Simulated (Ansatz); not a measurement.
A series of calculations on AlB2SiH7

### Relaxation

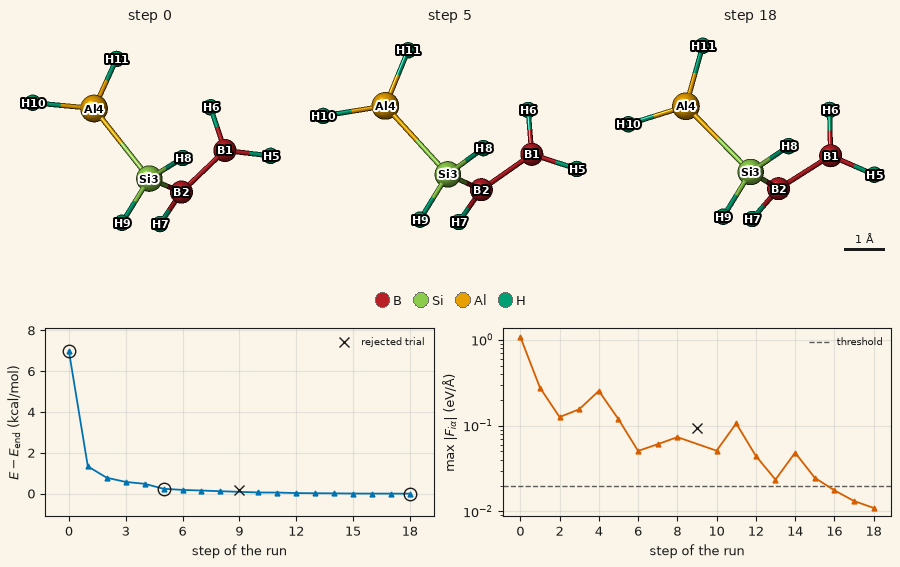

Frames of a relaxation of AlB2SiH7, marked on the history of the run. Style: ball-and-stick. Shown from a free direction.

The run prepares an end point of a later path (hydrogen shift) calculation, from a guessed geometry.

Method: RKS revPBE-D4/def2-SVP in Ansatz. Settings: no spin polarisation; force threshold 0.02 eV/Å; at most 50 steps.

**What happens along the run?**

Over 17 accepted moves (18 points after the start) the energy falls by 6.99 kcal/mol. Largest force component: 1.1 eV/Å at the start, 0.011 eV/Å at the end. The line search rejected the trial step at point 9 of the run. The largest move after the best rigid fit is that of H11, 0.88 Å. Largest moves by element: H 0.88 Å, Al 0.24 Å, B 0.21 Å, Si 0.17 Å. Among the contacts that change: B1–H5 1.174 → 1.223 Å, B2–Si3 1.957 → 2.002 Å, B2–H7 1.176 → 1.218 Å, Si3–Al4 2.442 → 2.481 Å. Bond angles that change, for instance: H10–Al4–H11 107.6° → 120.3°, Si3–Al4–H10 129.3° → 120.3°, H8–Si3–H9 101.2° → 109.9°. Groups turn about Si3–Al4 by about 35°. From step 0 to 5: H6 moves most (0.53 Å), energy −6.75 kcal/mol. From step 5 to 18: H10 moves most (0.51 Å), energy −0.24 kcal/mol.

```
step  E − E(0), kcal/mol  largest force component, eV/Å      note
   0                0.00                         1.0809          
   1               -5.65                         0.2768          
   2               -6.21                         0.1259          
   3               -6.41                         0.1550          
   4               -6.50                         0.2538          
   5               -6.75                         0.1189          
   6               -6.80                         0.0507          
   7               -6.83                         0.0607          
   8               -6.87                         0.0735          
   9               -6.81                         0.0949  rejected
  10               -6.93                         0.0510          
  11               -6.93                         0.1062          
  12               -6.96                         0.0444          
  13               -6.97                         0.0235          
  14               -6.97                         0.0484          
  15               -6.98                         0.0247          
  16               -6.98                         0.0176          
  17               -6.99                         0.0132          
  18               -6.99                         0.0110
```

### Relaxation

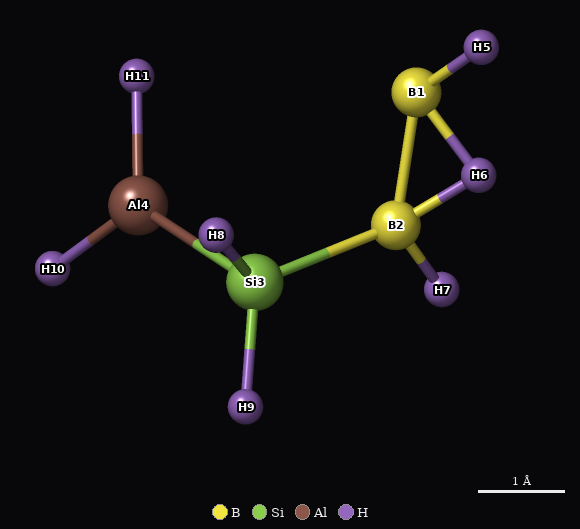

Starting structure of AlB₂SiH₇. Style: ball-and-stick. Shown from a free direction.

The run prepares an end point of a later path (hydrogen shift) calculation, from a guessed geometry.

Theory: RKS revPBE-D4/def2-SVP (Ansatz 0.2.0).

Input file:
```yaml
crystal:
  periodic: [false, false, false]
  atoms:
    - { symbol: B, position_ang: [-0.73939, 1.83706, 0.14885] }
    - { symbol: B, position_ang: [-0.73065, 0.65822, -0.92438] }
    - { symbol: Si, position_ang: [0.89947, -0.42518, -0.92012] }
    - { symbol: Al, position_ang: [0.22394, -1.65142, 1.08088] }
    - { symbol: H, position_ang: [-0.61868, 2.99025, -0.03636] }
    - { symbol: H, position_ang: [-1.09319, 1.76662, -1.01882] }
    - { symbol: H, position_ang: [-1.61452, 0.21043, -1.55785] }
    - { symbol: H, position_ang: [2.21401, 0.24413, -0.6852] }
    - { symbol: H, position_ang: [1.20099, -1.23877, -2.13206] }
    - { symbol: H, position_ang: [0.0598, -3.20155, 1.29116] }
    - { symbol: H, position_ang: [-0.10955, -0.95166, 2.44214] }
basis:
  gaussian: { orbitals: def2-SVP }
hamiltonian:
  xc: revpbe
  dispersion: d4
relax:
  f_tol: 0.02
  max_steps: 50
```

Launched with:
```bash
ansatz run input.yaml --threads 2 --pin off --max-ram 3072MiB --backend cpu --events-out ev --progress --plain --runs-dir out
```

Predict the outcome.

Answer. The largest move after the best rigid fit is that of H7, 2.59 Å. Largest moves by element: H 2.59 Å, B 1.23 Å, Si 0.74 Å, Al 0.59 Å. Near-neighbour distances that change, for instance: Al4–H7 3.716 → 2.077 Å, B2–Al4 3.204 → 2.177 Å, B1–Si3 2.991 → 2.005 Å, B1–H6 1.222 → 1.434 Å. Among the angles between lasting bonds that change: B1–B2–Si3 114.4° → 65.5°, Si3–B2–H6 141.5° → 93.1°, B2–Si3–Al4 92.8° → 53.4°. Over 27 geometry steps the energy falls by 2.503 eV. Largest force component: 2.9 eV/Å at the start, 0.015 eV/Å at the end. Cost: 26 s on 2 threads of Intel(R) Xeon(R) 6975P-C (Granite Rapids), on a shared host, peak memory 0.17 GiB.

The structure at the end:

```xyz
11

B    -0.3217    1.6721   -0.9916
B    -0.7067    0.5772    0.0782
Si    1.1134    0.2815   -0.8286
Al   -0.1799   -1.4368    0.7151
H    -0.5808    2.6740   -1.6075
H    -1.3472    0.6738   -1.0784
H    -1.4167    0.2025    1.0277
H     2.3293    0.6342   -0.0274
H     1.3630   -0.8951   -1.7427
H    -0.9474   -2.6028   -0.0590
H     0.3868   -1.5425    2.2023
```

After the run, drawn alike:

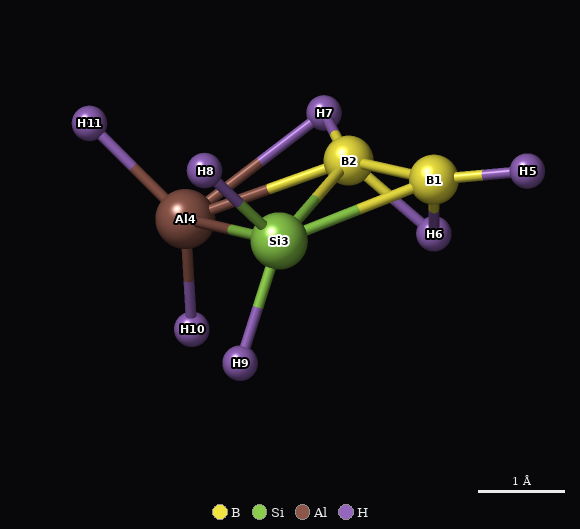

### Path

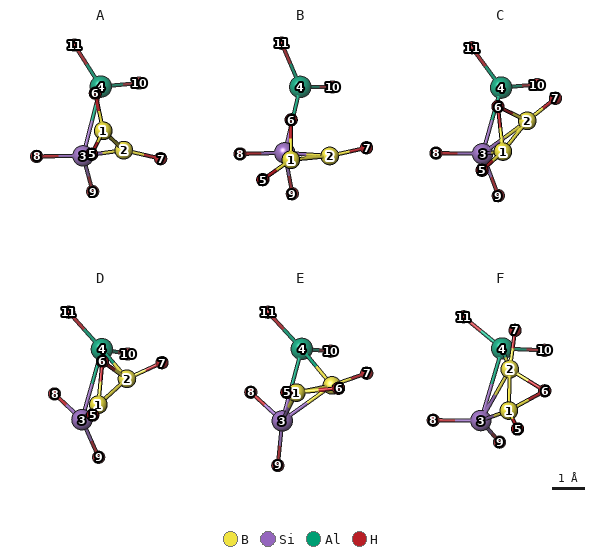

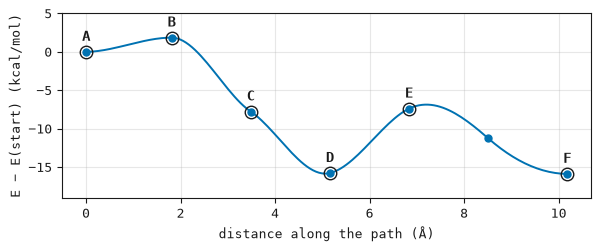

A nudged-elastic-band calculation for AlB$_{2}$SiH$_{7}$. Images are numbered from 0 (start) to 6 (end). Frames A to F are images 0, 1, 2, 3, 4, 6. Style: ball-and-stick. Shown from a free direction.

The calculation used Ansatz 0.2.0, RKS revPBE-D4/def2-SVP. Set-up: 5 movable images; climbing image; force threshold 0.05 eV/Å; iteration limit 60; starting path through a guess of the saddle point.

Question: Read off the barrier and say what moves.

Answer: The path has more than one stage, and so few images may leave a stage unresolved. No bond forms or breaks between the ends. Among the angles between lasting bonds that change up to the highest image: B2–B1–H6 123.5° → 87.3°, B2–B1–H5 120.8° → 152.3°. Forward barrier 1.9 kcal/mol, backward barrier 17.7 kcal/mol, with image 1 at the top; the reaction energy is −15.9 kcal/mol. The profile has 2 maxima (images 1, 4) with a dip at image 3 (−15.8 kcal/mol), so the process runs in steps. The band converged in 28 iterations. The largest component of the band force went from 17 to 0.026 eV/Å. The climbing image converged on the top of the path. Its vibrational analysis gives one imaginary mode (386i cm⁻¹), as a transition state must have.

The run took 2.1 min on 2 threads of Intel(R) Xeon(R) 6975P-C (Granite Rapids), on a shared host, peak memory 0.17 GiB.
